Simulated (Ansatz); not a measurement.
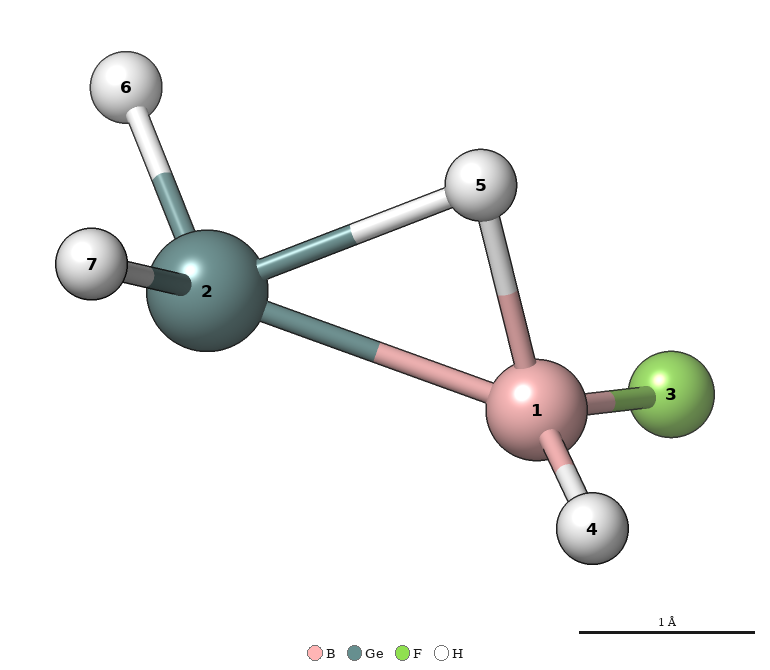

Numbered structure. Computed geometry: PBE0-D4/def2-TZVP optimisation. No frequency run is at hand to confirm it as a minimum.

> Which bond is the longest?

B1–Ge2, 2.008 Å.

> What is the dihedral angle F3–B1–H5–Ge2?

115° in size, that is anticlinal.
